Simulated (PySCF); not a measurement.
# C3H8BN: NMR shifts and electronic excitations at several levels of theory, part 2 of 2

PySCF 2.14.0. Atoms count from 0. The steps go on from the part before.

### 8 Nuclear shieldings: PBE0/aug-cc-pVDZ

Job settings and geometry (Å):

```
{"job": {"kind": "nmr", "xc": "PBE0", "basis": "aug-cc-pVDZ", "pop": true}, "charge": 0, "multiplicity": 1}
N      2.344729     0.155968     0.049511
B      1.017161     0.216445     0.473445
C     -0.176593    -0.160410    -0.448868
C     -1.400866    -0.802294     0.177734
C     -1.477516     0.604607    -0.289783
H      3.124291     0.401908     0.643632
H      2.618259    -0.135738    -0.880200
H      0.801698     0.582531     1.613069
H      0.041395    -0.488704    -1.472575
H     -1.379593    -0.994955     1.254219
H     -1.919576    -1.569654    -0.403422
H     -2.049339     0.818172    -1.196960
H     -1.510844     1.402895     0.457205
```

With the program's defaults for keys left out, this is: GIAO PBE0/aug-cc-pVDZ NMR shielding, non-relativistic, gas phase.

What it wrote:

```text
coarse grid: 10368 points
cycle   1  E = -198.4741723897  dE =  5.323e-01  |g| = 4.282e-01  |ddm| = 8.776e+00
cycle   2  E = -198.4595106074  dE =  1.466e-02  |g| = 5.074e-01  |ddm| = 2.012e+00
cycle   3  E = -198.5241555131  dE = -6.464e-02  |g| = 4.080e-02  |ddm| = 9.795e-01
cycle   4  E = -198.5244705376  dE = -3.150e-04  |g| = 2.108e-02  |ddm| = 1.114e-01
cycle   5  E = -198.5245749713  dE = -1.044e-04  |g| = 5.676e-03  |ddm| = 4.840e-02
cycle   6  E = -198.5245820323  dE = -7.061e-06  |g| = 1.629e-03  |ddm| = 1.165e-02
final grid: 98800 points
cycle   7  E = -198.5334552534  dE = -2.544e-05  |g| = 8.665e-03  |ddm| = 1.565e-01
cycle   8  E = -198.5334455235  dE =  9.730e-06  |g| = 1.077e-02  |ddm| = 4.548e-02
cycle   9  E = -198.5334751046  dE = -2.958e-05  |g| = 2.831e-04  |ddm| = 2.332e-02
cycle  10  E = -198.5334751245  dE = -1.993e-08  |g| = 1.217e-04  |ddm| = 1.018e-03
cycle  11  E = -198.5334751279  dE = -3.372e-09  |g| = 4.106e-05  |ddm| = 2.978e-04
cycle  12  E = -198.5334751282  dE = -3.636e-10  |g| = 1.571e-05  |ddm| = 8.926e-05
converged SCF energy = -198.5334751282

GIAO shielding tensors (ppm)
atom      isotropic    diamagn.    paramagn.     s11        s22        s33       span
  0 N      176.640     274.462     -97.822     87.419    214.542    227.960    140.541
  1 B       68.007     222.432    -154.426     24.237     65.962    113.820     89.583
  2 C      190.670     179.436      11.233    150.472    184.778    236.758     86.286
  3 C      190.385     213.913     -23.527    163.554    189.447    218.154     54.600
  4 C      190.380     213.783     -23.403    163.537    189.528    218.075     54.538
  5 H       27.697      31.768      -4.071     23.233     24.368     35.489     12.256
  6 H       27.655      28.565      -0.910     23.545     25.781     33.639     10.094
  7 H       26.975      24.507       2.468     25.046     25.673     30.205      5.159
  8 H       31.660      30.071       1.589     25.478     29.159     40.343     14.865
  9 H       30.936      30.789       0.147     25.303     27.513     39.992     14.689
 10 H       30.761      32.790      -2.029     25.271     26.717     40.296     15.026
 11 H       30.763      32.773      -2.010     25.275     26.716     40.298     15.023
 12 H       30.938      30.774       0.164     25.312     27.519     39.984     14.671
```

Wall time 16 s (1 thread of Arm Neoverse V1, shared host); peak memory 0.82 GiB.

In short: δ C3 4.7, C2 4.4, N0 93.2, B1 42.2, H7 4.42, H5 3.72 ppm (means over like atoms).

### 9 Nuclear shieldings: PBE0/IGLO-III

Same as in step 8 but for these lines:

```diff
@@ -1,2 +1,2 @@
-{"job": {"kind": "nmr", "xc": "PBE0", "basis": "aug-cc-pVDZ", "pop": true}, "charge": 0, "multiplicity": 1}
+{"job": {"kind": "nmr", "xc": "PBE0", "basis": "IGLO-III", "pop": true}, "charge": 0, "multiplicity": 1}
 N      2.344729     0.155968     0.049511
```

Method: GIAO PBE0/IGLO-III NMR shielding, non-relativistic, gas phase.

What it wrote:

```text
coarse grid: 10368 points
cycle   1  E = -198.5387782278  dE =  5.027e-01  |g| = 4.496e-01  |ddm| = 2.151e+00
cycle   2  E = -198.5230720045  dE =  1.571e-02  |g| = 5.346e-01  |ddm| = 6.418e-01
cycle   3  E = -198.5912701477  dE = -6.820e-02  |g| = 4.514e-02  |ddm| = 3.336e-01
cycle   4  E = -198.5915664845  dE = -2.963e-04  |g| = 2.669e-02  |ddm| = 3.822e-02
cycle   5  E = -198.5917252159  dE = -1.587e-04  |g| = 6.607e-03  |ddm| = 1.570e-02
cycle   6  E = -198.5917338469  dE = -8.631e-06  |g| = 1.875e-03  |ddm| = 3.976e-03
final grid: 98800 points
cycle   7  E = -198.5883794606  dE = -7.554e-05  |g| = 8.817e-03  |ddm| = 5.300e-02
cycle   8  E = -198.5883700545  dE =  9.406e-06  |g| = 1.082e-02  |ddm| = 1.128e-02
cycle   9  E = -198.5883980053  dE = -2.795e-05  |g| = 3.555e-04  |ddm| = 5.942e-03
cycle  10  E = -198.5883980253  dE = -2.001e-08  |g| = 1.912e-04  |ddm| = 3.457e-04
cycle  11  E = -198.5883980329  dE = -7.559e-09  |g| = 6.749e-05  |ddm| = 1.279e-04
cycle  12  E = -198.5883980338  dE = -9.329e-10  |g| = 1.714e-05  |ddm| = 3.853e-05
converged SCF energy = -198.5883980338

GIAO shielding tensors (ppm)
atom      isotropic    diamagn.    paramagn.     s11        s22        s33       span
  0 N      158.285     313.252    -154.967     61.198    201.800    211.858    150.659
  1 B       55.341     193.198    -137.857      9.467     52.375    104.180     94.714
  2 C      179.538     243.079     -63.541    135.609    172.591    230.413     94.804
  3 C      179.121     250.177     -71.055    150.659    176.337    210.369     59.710
  4 C      179.117     250.116     -70.999    150.643    176.420    210.289     59.646
  5 H       27.737      30.090      -2.352     23.159     24.454     35.599     12.441
  6 H       27.690      31.251      -3.561     23.436     25.908     33.725     10.288
  7 H       27.130      30.684      -3.553     25.221     25.749     30.422      5.201
  8 H       31.654      31.919      -0.265     25.345     29.172     40.445     15.100
  9 H       30.906      31.034      -0.128     25.190     27.441     40.087     14.897
 10 H       30.772      30.748       0.025     25.220     26.669     40.428     15.207
 11 H       30.774      30.743       0.031     25.224     26.669     40.429     15.205
 12 H       30.909      31.027      -0.118     25.201     27.446     40.079     14.878
```

Wall time 24 s (1 thread of Arm Neoverse V1, shared host); peak memory 0.89 GiB.

Key values: δ C3 4.7, C2 4.2, N0 102.3, B1 44.6, H7 4.24, H5 3.66 ppm (means over like atoms).

### 10 Shielding tensors: PBE0/pcSseg-0

Same as in step 9 but for these lines:

```diff
@@ -1,2 +1,2 @@
-{"job": {"kind": "nmr", "xc": "PBE0", "basis": "IGLO-III", "pop": true}, "charge": 0, "multiplicity": 1}
+{"job": {"kind": "nmr", "xc": "PBE0", "basis": "pcSseg-0", "pop": true}, "charge": 0, "multiplicity": 1}
 N      2.344729     0.155968     0.049511
```

With the program's defaults for keys left out, this is: GIAO PBE0/pcSseg-0 NMR shielding, non-relativistic, gas phase.

What it wrote:

```text
coarse grid: 10368 points
cycle   1  E = -198.0518623032  dE =  4.645e-01  |g| = 3.069e-01  |ddm| = 3.388e+00
cycle   2  E = -198.0570429994  dE = -5.181e-03  |g| = 2.998e-01  |ddm| = 7.250e-01
cycle   3  E = -198.0780500311  dE = -2.101e-02  |g| = 3.998e-02  |ddm| = 3.506e-01
cycle   4  E = -198.0783566110  dE = -3.066e-04  |g| = 1.953e-02  |ddm| = 5.430e-02
cycle   5  E = -198.0784479889  dE = -9.138e-05  |g| = 4.232e-03  |ddm| = 2.234e-02
cycle   6  E = -198.0784522675  dE = -4.279e-06  |g| = 8.765e-04  |ddm| = 5.417e-03
final grid: 98800 points
cycle   7  E = -198.0586530197  dE = -1.404e-05  |g| = 5.126e-03  |ddm| = 2.226e-02
cycle   8  E = -198.0586518872  dE =  1.133e-06  |g| = 5.661e-03  |ddm| = 1.140e-02
cycle   9  E = -198.0586595189  dE = -7.632e-06  |g| = 3.532e-04  |ddm| = 5.960e-03
cycle  10  E = -198.0586595470  dE = -2.809e-08  |g| = 1.259e-04  |ddm| = 4.127e-04
cycle  11  E = -198.0586595503  dE = -3.341e-09  |g| = 3.228e-05  |ddm| = 1.492e-04
cycle  12  E = -198.0586595506  dE = -2.704e-10  |g| = 5.170e-06  |ddm| = 3.870e-05
converged SCF energy = -198.0586595506

GIAO shielding tensors (ppm)
atom      isotropic    diamagn.    paramagn.     s11        s22        s33       span
  0 N      158.506     322.955    -164.449     56.504    203.310    215.702    159.198
  1 B       63.959     186.996    -123.037     19.018     57.913    114.946     95.928
  2 C      187.434     252.535     -65.101    143.234    185.822    233.247     90.012
  3 C      186.627     253.478     -66.852    155.628    188.978    215.273     59.645
  4 C      186.634     253.498     -66.864    155.618    189.064    215.220     59.602
  5 H       29.282      29.060       0.222     24.723     25.416     37.707     12.984
  6 H       29.217      31.030      -1.813     24.832     27.046     35.773     10.941
  7 H       27.386      29.064      -1.679     25.764     26.075     30.317      4.553
  8 H       33.008      33.001       0.007     26.815     30.807     41.402     14.587
  9 H       32.150      30.754       1.396     26.722     29.014     40.715     13.993
 10 H       31.952      31.832       0.119     26.557     28.027     41.270     14.714
 11 H       31.955      31.842       0.113     26.560     28.031     41.273     14.713
 12 H       32.155      30.765       1.391     26.737     29.021     40.708     13.971
```

Wall time 4.2 s (1 thread of Arm Neoverse V1, shared host); peak memory 0.41 GiB.

Key values: δ C3 6.9, C2 6.1, N0 107.5, B1 40.9, H7 5.45, H5 3.58 ppm (means over like atoms).

### 11 TDDFT and polarisability: HF/def2-SVPD

Same as in step 10 but for these lines:

```diff
@@ -1,2 +1,2 @@
-{"job": {"kind": "nmr", "xc": "PBE0", "basis": "pcSseg-0", "pop": true}, "charge": 0, "multiplicity": 1}
+{"job": {"kind": "uv", "xc": "HF", "basis": "def2-SVPD", "ip": true}, "charge": 0, "multiplicity": 1}
 N      2.344729     0.155968     0.049511
```

Level: TDDFT HF/def2-SVPD, vertical, gas phase, core orbitals frozen in the response.

What it wrote:

```text
final grid: 98800 points
cycle   1  E = -197.2218214044  dE =  1.009e+00  |g| = 3.886e-01  |ddm| = 4.672e+00
cycle   2  E = -197.2751923795  dE = -5.337e-02  |g| = 1.145e-01  |ddm| = 8.329e-01
cycle   3  E = -197.2794020811  dE = -4.210e-03  |g| = 5.120e-02  |ddm| = 3.665e-01
cycle   4  E = -197.2801543421  dE = -7.523e-04  |g| = 6.406e-03  |ddm| = 9.727e-02
cycle   5  E = -197.2801715154  dE = -1.717e-05  |g| = 1.967e-03  |ddm| = 2.172e-02
cycle   6  E = -197.2801732269  dE = -1.711e-06  |g| = 5.679e-04  |ddm| = 7.377e-03
cycle   7  E = -197.2801734470  dE = -2.201e-07  |g| = 1.777e-04  |ddm| = 3.326e-03
cycle   8  E = -197.2801734660  dE = -1.904e-08  |g| = 3.903e-05  |ddm| = 1.246e-03
cycle   9  E = -197.2801734671  dE = -1.104e-09  |g| = 9.381e-06  |ddm| = 3.217e-04
cycle  10  E = -197.2801734672  dE = -6.867e-11  |g| = 2.273e-06  |ddm| = 7.531e-05
converged SCF energy = -197.2801734672

Static polarisability (au): isotropic 54.569, principal 48.359 50.581 64.766

Singlet excitations
state   eV       nm        f      main configurations
  1   8.1008    153.1   0.03435   H->L 0.50, H-3->L 0.22
  2   8.5552    144.9   0.00440   H-2->L+5 0.32, H-2->L+1 0.19, H-1->L+1 0.16
  3   8.8489    140.1   0.43193   H->L+1 0.58, H->L+5 0.25, H->L+9 0.09
  4   9.0252    137.4   0.00046   H->L+3 0.51, H->L+2 0.23
  5   9.2712    133.7   0.00502   H-1->L+1 0.21, H->L+3 0.17, H->L+2 0.13
  6   9.2744    133.7   0.00241   H-1->L+2 0.56, H-1->L+3 0.13, H-1->L 0.11
  7   9.5051    130.4   0.00171   H-1->L+1 0.28, H->L+2 0.13, H->L+6 0.09
  8   9.6208    128.9   0.01722   H-1->L 0.38, H-1->L+3 0.21, H-2->L 0.14
  9   9.7129    127.6   0.00722   H->L+4 0.24, H->L 0.23, H-3->L 0.19
 10   9.7412    127.3   0.02268   H-1->L+3 0.38, H-1->L+2 0.23, H-1->L 0.11

Triplet excitations (Tamm-Dancoff, eV): 7.1651 7.6457 7.7223 8.3476
Vertical ionisation energy (delta-SCF) = 9.3555 eV
```

It took 15 s on 1 thread of Arm Neoverse V1, shared host; peak memory 0.73 GiB.

The orbitals next to the gap, with their largest atomic shares:

```csv
orbital,eV,atoms
HOMO−3,-12.26,"N0 45 %, C2 14 %, B1 14 %"
HOMO−2,-12.20,"B1 27 %, C2 24 %, H7 19 %"
HOMO−1,-11.28,"C3 30 %, C4 30 %, C2 18 %"
HOMO,-10.83,"C2 27 %, N0 24 %, C4 15 %"
LUMO,2.16,"B1 70 %, H5 10 %, H6 6 %"
LUMO+1,3.26,"C3 20 %, H10 13 %, H9 12 %"
LUMO+2,3.26,"C4 25 %, C3 17 %, H11 15 %"
```

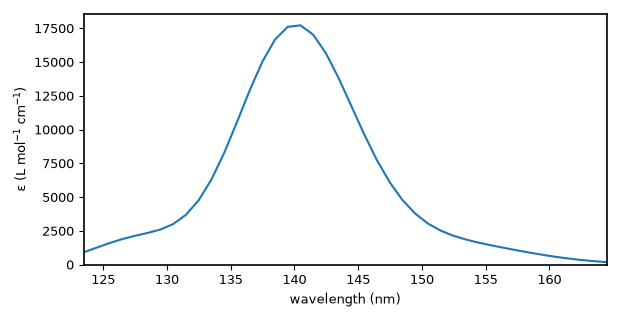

Absorption spectrum: each of the 10 states is a Gaussian band of 0.4 eV half-width at 1/e. Beyond the last state computed it falls off for lack of states.

Further results of this job:

```csv
property,computed
dipole moment (D),1.34
polarisability (Å³),8.09
HOMO–LUMO gap (eV),12.99
−ε(HOMO) (eV),10.83
```

### 12 Run by run: NMR shifts

Shifts (ppm) of some atoms, chosen among heavy atoms and hydrogens apart, means over like atoms, with basis size and wall time:

```
               run   C3   C2    H7    H5   H10     N0    B1  functions   time
       PBE0/6-31G*  6.2  4.7  4.49  3.31  0.71   87.1  36.9         86    6 s
PBE0/6-311+G(2d,p)  4.6  4.3  4.31  3.52  0.57   99.7  41.6        183   15 s
     PBE0/def2-SVP  5.2  4.0  4.27  3.67  0.48   96.3  39.8        110  7.4 s
    PBE0/def2-TZVP  4.6  4.1  4.32  3.55  0.61  102.1  42.0        203   18 s
      PBE0/cc-pVDZ  6.0  6.0  4.22  3.64  0.52   97.8  40.5        110  7.5 s
      PBE0/cc-pVTZ  5.0  4.4  4.16  3.75  0.60  103.0  40.8        262   25 s
  PBE0/aug-cc-pVDZ  4.7  4.4  4.42  3.72  0.63   93.2  42.2        187   16 s
     PBE0/IGLO-III  4.7  4.2  4.24  3.66  0.60  102.3  44.6        255   24 s
     PBE0/pcSseg-0  6.9  6.1  5.45  3.58  0.88  107.5  40.9         61  4.2 s
```

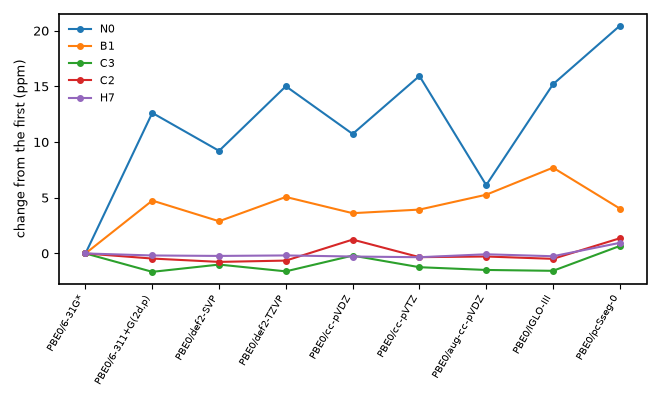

How five of the tabulated atoms move from run to run.

### 13 What came out

The summary covers parts 1 to 2.

| quantity | value |
| --- | --- |
| 13C shifts against TMS (PBE0/6-31G*, means over atoms taken as alike) | 6.2, 4.7 ppm |
| 1H shifts against TMS (PBE0/6-31G*, means over atoms taken as alike) | 4.49, 3.31, 0.71, 0.65, -0.17 ppm |
| 15N shifts against NH3 (PBE0/6-31G*) | 87.1 ppm |
| 11B shifts against BF3·OEt2 (PBE0/6-31G*) | 36.9 ppm |
| lowest singlet (HF/def2-SVPD) | 8.10 eV (153 nm), f = 0.034 |
| brightest single state of those computed | state 3, 8.85 eV, f = 0.432 |
| lowest triplet | 7.17 eV |
| range of the shift of N0 | 87.1 to 107.5 ppm |

In words: Single values in the summary come from the first run of each kind that ended normally (PBE0/6-31G*; HF/def2-SVPD), which need not be the best level. At PBE0/6-31G*: The widest tensor belongs to N0: span 134 ppm, with a paramagnetic part of -147 ppm. The first singlet state (HOMO→LUMO 0.50, HOMO−3→LUMO 0.22) lies at 8.10 eV and is weak; of the 10 states computed, the strongest absorption comes from state 3 at 8.85 eV. The lowest triplet lies 0.94 eV below the lowest singlet (triplets in Tamm-Dancoff, singlets in full TDDFT). Across the 9 runs the shift of N0 moves most, between 87.1 (PBE0/6-31G*) and 107.5 ppm (PBE0/pcSseg-0). Part of that comes from the computed reference.
